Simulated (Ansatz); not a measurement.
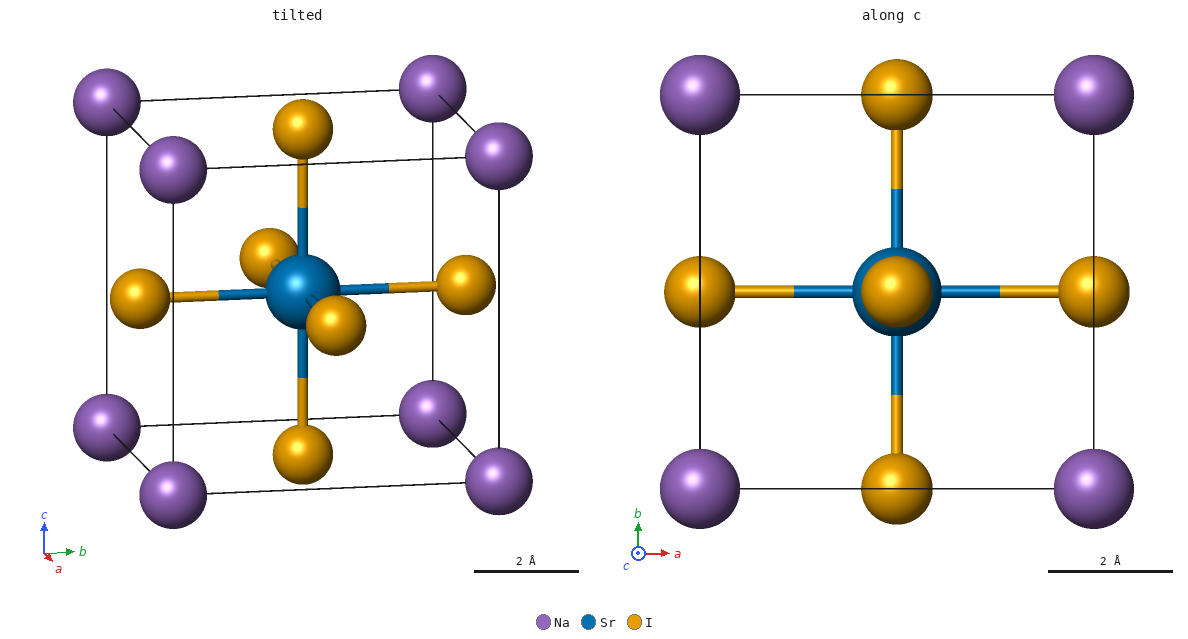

We look at a ball-and-stick model of the crystal slightly off an axis and along the c axis. Thin lines show the conventional unit cell, with boundary atoms drawn in all their periodic places.

NaSrI₃, cubic perovskite with the larger cation on the octahedral site (an inverted filling), space group Pm-3m (No. 221), a = 6.398 Å, b = 6.398 Å, c = 6.398 Å, α = 90.00°, β = 90.00°, γ = 90.00°. Starting structure: a structure type filled with these elements by a generator (whether the compound takes this form wasn't checked). Earlier steps of the study may have refined or changed the cell and positions. It was the input of a calculation with Ansatz.

This one geometry was computed with Ansatz (DFT, plane waves, PAW) at three levels of theory: r2SCAN, PBE and HSE06. It was relaxed beforehand with r2SCAN.

Q: How does the band gap change with the level of theory?

A: PBE: a gap of 2.39 eV, indirect; r2SCAN: a gap of 3.10 eV, indirect; HSE06: a gap of 3.34 eV, indirect.

Q: Collect the results in a table.

A:
| level | cutoff (eV) | k-mesh of the run's cell | gap (eV) | pressure (GPa) |
| --- | --- | --- | --- | --- |
| r2SCAN | 500 | 4×4×4 | 3.10 | 0.0 |
| PBE | 420 | 4×4×4 | 2.39 | 0.1 |
| HSE06 | 420 | 2×2×2 | 3.34 | 0.2 |

Gaps are taken on the k-mesh or band path of each run.
